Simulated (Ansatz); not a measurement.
**Molecular dynamics, with input and output: CH5Al2F (part 1 of 2)**

CH5Al2F, SMILES [CH3][AlH][AlH][F], computed with RKS PBE/def2-SVP (Ansatz 0.2.0).

The geometry comes from this level: PBE0-D4/def2-TZVP. Figures and captions count atoms from 1; the log counts them from 0 in places.

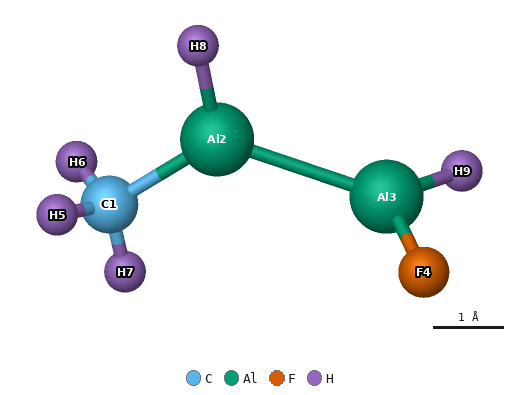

Figure 1. The structure as given in the input (ball-and-stick view, seen at a tilt; atoms are numbered from 1 in the order of the input). Sticks mark near contacts.

Results in brief:

- outcome: finished
- mean temperature over the second half: 179 K
- trajectory: 20 steps, 20 fs
- ensemble: nve
- temperature in the input: 300 K
- time step: 1 fs
- potential energy (last step): −17011.5058 eV
- SCF solution under orbital rotations (last step): stable
- largest force (length of the vector) (last step): 1.451 eV/Å
- dipole moment (last step): 2.28 D
- hardware: 2 threads of Arm Neoverse V1, 23 GiB of memory available, shared host
- wall time: 29 s (CPU time 55 s)
- peak memory: 0.12 GiB

Notes:

So short a trajectory is not equilibrated.

The input:
```yaml
crystal:
  periodic: [false, false, false]
  atoms:
    - {symbol: C, position_ang: [-0.301868, 0.945786, -1.465396]}
    - {symbol: Al, position_ang: [-0.305627, -0.652344, -0.334396]}
    - {symbol: Al, position_ang: [0.568583, -0.683874, 2.112642]}
    - {symbol: F, position_ang: [2.198410, -0.955373, 2.295497]}
    - {symbol: H, position_ang: [0.162689, 0.727477, -2.432799]}
    - {symbol: H, position_ang: [-1.334918, 1.243040, -1.681825]}
    - {symbol: H, position_ang: [0.207827, 1.806207, -1.028186]}
    - {symbol: H, position_ang: [-0.898510, -1.992019, -0.971641]}
    - {symbol: H, position_ang: [-0.208284, -0.485199, 3.489004]}
basis:
  gaussian: {orbitals: def2-SVP}
hamiltonian: {xc: {name: PBE}}
md: {timestep: 1 fs, n_steps: 20, ensemble: nve, temperature: 300, initial_velocities: maxwell_boltzmann, seed: 310}
```

Launch command:
```bash
ansatz run in.yaml --threads 2 --pin off --events-out ev --progress --plain --max-ram 4352MiB
```

Output:
```
Functional definition: PBE
  name "PBE"
  cite "Perdew, Burke & Ernzerhof, Phys. Rev. Lett. 77, 3865 (1996) doi:10.1103/PhysRevLett.77.3865"
  parent pbe
  parameter kappa = 0.804
  parameter beta = 0.06672455060314922
  exchange = pbe_x(kappa = kappa, mu = beta*pi^2/3)
  correlation = pbe_c(beta = beta)
982 factors; their error is unknown
mean field evaluation 1: about -17001.2253 eV, gradient 6.7e1 eV
mean field evaluation 2: about -16962.2019 eV, gradient 1.4e2 eV
mean field evaluation 4: about -17011.2756 eV, gradient 1.4e1 eV
mean field evaluation 8: about -17011.6693 eV, gradient 1.5e-1 eV
mean field evaluation 16: about -17011.6183 eV, gradient 6.6e-5 eV
mean field -17011.61832082 eV, -625.1654424010 hartree, gradient 6.6e-5 eV, S^2 0.000000; 0 other end points of the search recorded, 0 dependent functions left out
the calculation of the forces begins
reference -17011.61836776 eV, -625.1654441261 hartree; 23, 23 occupied and 66, 66 virtual orbitals, 982 factors
md step     0: t =     0.00 fs  T =   300.0 K  F+E_penalty+E_count = -17011.61832082 eV  E_kin = 0.271446 eV  conserved = -17011.34687482 eV  (25 SCF iters)
these checks for a lower state are left out or cut short: starts, cluster_reference, orbital_swaps, neighbouring_geometries, increment
982 factors; their error is unknown
mean field -17011.59814149 eV, -625.1647008245 hartree, gradient 1.6e-5 eV, S^2 0.000000; 0 other end points of the search recorded, 0 dependent functions left out
[... from here on the field's lines of each further geometry are left out, up to the last ...]
md step     1: t =     1.00 fs  T =   278.4 K  F+E_penalty+E_count = -17011.59814149 eV  E_kin = 0.251906 eV  conserved = -17011.34623526 eV  (27 SCF iters)
md step     2: t =     2.00 fs  T =   248.6 K  F+E_penalty+E_count = -17011.57048860 eV  E_kin = 0.224979 eV  conserved = -17011.34550922 eV  (27 SCF iters)
md step     3: t =     3.00 fs  T =   221.6 K  F+E_penalty+E_count = -17011.54604009 eV  E_kin = 0.200540 eV  conserved = -17011.34550029 eV  (27 SCF iters)
md step     4: t =     4.00 fs  T =   199.1 K  F+E_penalty+E_count = -17011.52573764 eV  E_kin = 0.180121 eV  conserved = -17011.34561617 eV  (27 SCF iters)
md step     5: t =     5.00 fs  T =   179.8 K  F+E_penalty+E_count = -17011.50804449 eV  E_kin = 0.162670 eV  conserved = -17011.34537456 eV  (27 SCF iters)
md step     6: t =     6.00 fs  T =   166.6 K  F+E_penalty+E_count = -17011.49593595 eV  E_kin = 0.150784 eV  conserved = -17011.34515167 eV  (27 SCF iters)
md step     7: t =     7.00 fs  T =   162.7 K  F+E_penalty+E_count = -17011.49241714 eV  E_kin = 0.147177 eV  conserved = -17011.34524054 eV  (27 SCF iters)
md step     8: t =     8.00 fs  T =   166.5 K  F+E_penalty+E_count = -17011.49618514 eV  E_kin = 0.150685 eV  conserved = -17011.34550023 eV  (27 SCF iters)
md step     9: t =     9.00 fs  T =   173.9 K  F+E_penalty+E_count = -17011.50315004 eV  E_kin = 0.157357 eV  conserved = -17011.34579261 eV  (27 SCF iters)
md step    10: t =    10.00 fs  T =   179.5 K  F+E_penalty+E_count = -17011.50854245 eV  E_kin = 0.162458 eV  conserved = -17011.34608436 eV  (27 SCF iters)
md step    11: t =    11.00 fs  T =   179.4 K  F+E_penalty+E_count = -17011.50832210 eV  E_kin = 0.162331 eV  conserved = -17011.34599067 eV  (27 SCF iters)
md step    12: t =    12.00 fs  T =   175.9 K  F+E_penalty+E_count = -17011.50454580 eV  E_kin = 0.159176 eV  conserved = -17011.34536990 eV  (27 SCF iters)
md step    13: t =    13.00 fs  T =   177.5 K  F+E_penalty+E_count = -17011.50586730 eV  E_kin = 0.160622 eV  conserved = -17011.34524574 eV  (27 SCF iters)
md step    14: t =    14.00 fs  T =   185.4 K  F+E_penalty+E_count = -17011.51368678 eV  E_kin = 0.167721 eV  conserved = -17011.34596559 eV  (27 SCF iters)
md step    15: t =    15.00 fs  T =   189.7 K  F+E_penalty+E_count = -17011.51795775 eV  E_kin = 0.171627 eV  conserved = -17011.34633096 eV  (27 SCF iters)
md step    16: t =    16.00 fs  T =   184.7 K  F+E_penalty+E_count = -17011.51306206 eV  E_kin = 0.167158 eV  conserved = -17011.34590386 eV  (27 SCF iters)
md step    17: t =    17.00 fs  T =   176.0 K  F+E_penalty+E_count = -17011.50467532 eV  E_kin = 0.159281 eV  conserved = -17011.34539410 eV  (28 SCF iters)
md step    18: t =    18.00 fs  T =   171.4 K  F+E_penalty+E_count = -17011.50040500 eV  E_kin = 0.155103 eV  conserved = -17011.34530189 eV  (28 SCF iters)
md step    19: t =    19.00 fs  T =   172.9 K  F+E_penalty+E_count = -17011.50198270 eV  E_kin = 0.156435 eV  conserved = -17011.34554732 eV  (28 SCF iters)
the calculation of the forces begins
reference -17011.50576758 eV, -625.1613061459 hartree; 23, 23 occupied and 66, 66 virtual orbitals, 982 factors
982 factors; their error is unknown
mean field evaluation 192: about -17011.5057 eV, gradient 1.3e-3 eV
mean field -17011.50572131 eV, -625.1613044453 hartree, gradient 2.0e-5 eV, S^2 0.000000; 1 other end points of the search recorded, 0 dependent functions left out
the calculation of the forces begins
reference -17011.50576758 eV, -625.1613061459 hartree; 23, 23 occupied and 66, 66 virtual orbitals, 982 factors
md step    20: t =    20.00 fs  T =   176.6 K  F+E_penalty+E_count = -17011.50572131 eV  E_kin = 0.159808 eV  conserved = -17011.34591377 eV  (27 SCF iters)
```

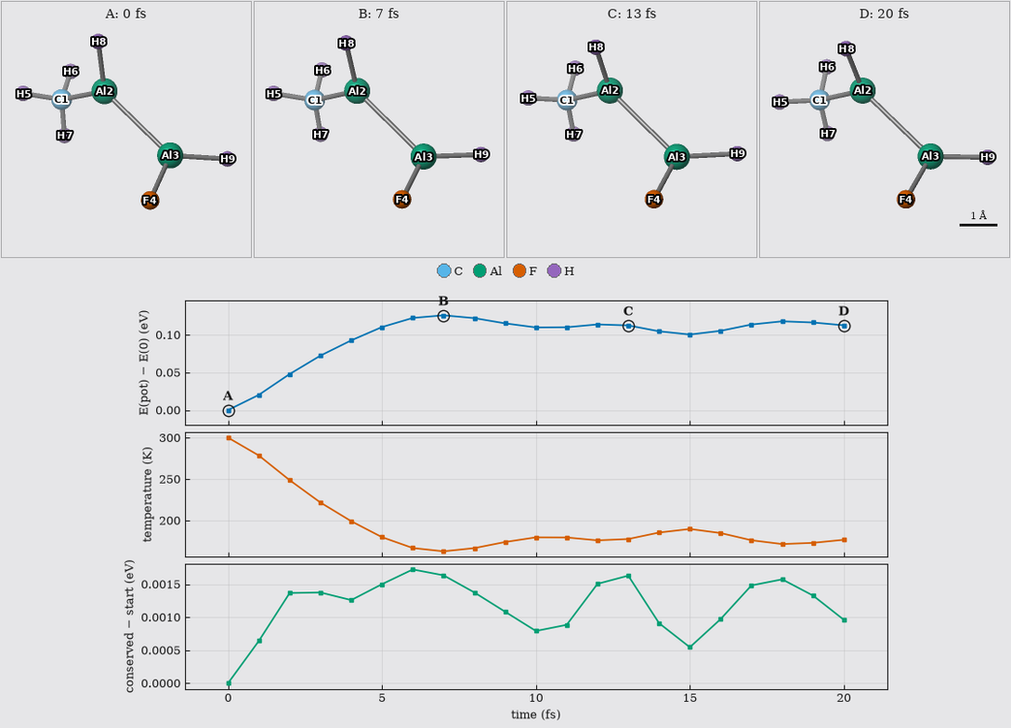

Figure 2. Frames of the molecular dynamics (ball-and-stick, seen at a tilt) above the curves, on which the letters mark them. The trajectory kept here has 21 frames over 20 fs. The temperature starts at 300 K, ranges from 163 to 300 K and averages 179 K over the second half. The potential energy ends 0.113 eV above its first value. The conserved quantity stays within 0.0017 eV. After an unweighted best fit of the last frame on the first, the root-mean-square displacement is 0.12 Å, and F4 has moved furthest (0.20 Å).

```
Total energy: -17011.50576758 eV, -625.1613061459 hartree
Atom 0 at    -0.296647     0.957299    -1.461644 Å, force     0.638214    -0.645340    -0.279535 eV/Å
Atom 1 at    -0.309283    -0.671239    -0.341423 Å, force     0.612445     0.123242     0.168289 eV/Å
Atom 2 at     0.533227    -0.627361     2.166105 Å, force     0.982115    -0.618431    -0.870836 eV/Å
Atom 3 at     2.229473    -1.005813     2.229452 Å, force    -1.032076     0.340956     0.100583 eV/Å
Atom 4 at     0.371444     0.830180    -2.365485 Å, force    -0.597606    -0.049051     0.353101 eV/Å
Atom 5 at    -1.347464     1.073136    -1.769053 Å, force    -0.234587     0.331167    -0.385679 eV/Å
Atom 6 at     0.058415     1.852865    -0.942689 Å, force    -0.077932     0.419598     0.259758 eV/Å
Atom 7 at    -0.516989    -2.069442    -1.115576 Å, force    -0.154991    -0.031551     0.065503 eV/Å
Atom 8 at    -0.240016    -0.580690     3.524471 Å, force    -0.135581     0.129412     0.588816 eV/Å
Dipole moment:    -0.376020     0.256438    -0.136624 e Å
```

Trajectory as extended XYZ (Å, eV, eV/Å), 21 frames, from step=0 to step=20:
```
9
Properties=species:S:1:pos:R:3:forces:R:3 step=0 time_fs=0.0 energy=-17011.61832 temperature=300.0
C    -0.3019    0.9458   -1.4654    0.0303  -0.2628   0.2278
Al   -0.3056   -0.6523   -0.3344    0.0510  -0.0274   0.2086
Al    0.5686   -0.6839    2.1126   -0.7624   0.1117  -0.2872
F     2.1984   -0.9554    2.2955    0.8873  -0.1480   0.1287
H     0.1627    0.7275   -2.4328    0.2207  -0.1147  -0.4863
H    -1.3349    1.2430   -1.6818   -0.5087   0.1386  -0.1149
H     0.2078    1.8062   -1.0282    0.2574   0.4466   0.2184
H    -0.8985   -1.9920   -0.9716   -0.0765  -0.1707  -0.0903
H    -0.2083   -0.4852    3.4890   -0.0991   0.0266   0.1953
9
Properties=species:S:1:pos:R:3:forces:R:3 step=1 time_fs=1.0 energy=-17011.59814 temperature=278.4
C    -0.2975    0.9416   -1.4636   -0.4750   0.2323   0.6314
Al   -0.3068   -0.6517   -0.3358    0.0569  -0.1967   0.2271
Al    0.5711   -0.6811    2.1175   -0.8756   0.0979  -0.6064
F     2.1949   -0.9572    2.2909    1.0666  -0.1729   0.1721
H     0.1507    0.7358   -2.4254    0.5192  -0.1876  -0.9027
H    -1.3382    1.2403   -1.6927   -0.2523   0.0198  -0.0041
H     0.1887    1.8204   -1.0152    0.1917   0.1937   0.0751
H    -0.8764   -2.0093   -0.9857   -0.0350  -0.0460  -0.0351
H    -0.2176   -0.4951    3.4658   -0.1966   0.0595   0.4426
9
Properties=species:S:1:pos:R:3:forces:R:3 step=2 time_fs=2.0 energy=-17011.57049 temperature=248.6
C    -0.2935    0.9377   -1.4612   -0.8237   0.7218   0.7371
Al   -0.3080   -0.6511   -0.3371    0.0641  -0.3740   0.2369
Al    0.5733   -0.6784    2.1221   -0.9818   0.0898  -0.8698
F     2.1919   -0.9591    2.2864    1.2202  -0.1948   0.2110
H     0.1437    0.7423   -2.4266    0.6452  -0.1801  -0.9851
H    -1.3440    1.2377   -1.7037    0.0492  -0.1040   0.1126
H     0.1714    1.8364   -1.0015    0.0964  -0.1270  -0.1086
H    -0.8546   -2.0269   -1.0002    0.0041   0.0852   0.0250
H    -0.2288   -0.5044    3.4468   -0.2737   0.0832   0.6409
9
Properties=species:S:1:pos:R:3:forces:R:3 step=3 time_fs=3.0 energy=-17011.54604 temperature=221.6
C    -0.2901    0.9343   -1.4583   -0.9443   1.0684   0.4427
Al   -0.3091   -0.6506   -0.3383    0.0794  -0.5422   0.2420
Al    0.5751   -0.6756    2.1264   -1.0983   0.0895  -1.0405
F     2.1896   -0.9611    2.2821    1.3418  -0.2122   0.2448
H     0.1429    0.7471   -2.4372    0.5712  -0.0950  -0.6608
H    -1.3492    1.2341   -1.7135    0.2948  -0.2026   0.2073
H     0.1550    1.8513   -0.9888    0.0270  -0.4077  -0.2725
H    -0.8327   -2.0438   -1.0143    0.0347   0.2077   0.0830
H    -0.2426   -0.5129    3.4340   -0.3063   0.0940   0.7539
9
Properties=species:S:1:pos:R:3:forces:R:3 step=4 time_fs=4.0 energy=-17011.52574 temperature=199.1
C    -0.2875    0.9318   -1.4550   -0.8794   1.2229  -0.1187
Al   -0.3103   -0.6503   -0.3394    0.1064  -0.6856   0.2449
Al    0.5766   -0.6727    2.1303   -1.2358   0.0963  -1.0980
F     2.1879   -0.9633    2.2778    1.4264  -0.2241   0.2728
H     0.1476    0.7509   -2.4541    0.3714   0.0229  -0.0846
H    -1.3516    1.2286   -1.7214    0.4245  -0.2589   0.2620
H     0.1389    1.8622   -0.9788    0.0114  -0.5746  -0.3739
H    -0.8105   -2.0587   -1.0277    0.0535   0.3094   0.1336
H    -0.2593   -0.5206    3.4284   -0.2782   0.0917   0.7619
9
Properties=species:S:1:pos:R:3:forces:R:3 step=5 time_fs=5.0 energy=-17011.50804 temperature=179.8
C    -0.2856    0.9303   -1.4518   -0.7153   1.1914  -0.7153
Al   -0.3113   -0.6503   -0.3405    0.1462  -0.7912   0.2471
Al    0.5776   -0.6699    2.1338   -1.3917   0.1066  -1.0464
F     2.1870   -0.9655    2.2737    1.4697  -0.2293   0.2946
H     0.1558    0.7550   -2.4719    0.1514   0.1236   0.5013
H    -1.3500    1.2206   -1.7268    0.4144  -0.2677   0.2691
H     0.1229    1.8676   -0.9723    0.0542  -0.5944  -0.3925
H    -0.7879   -2.0706   -1.0398    0.0593   0.3822   0.1727
H    -0.2787   -0.5273    3.4300   -0.1882   0.0789   0.6693
```
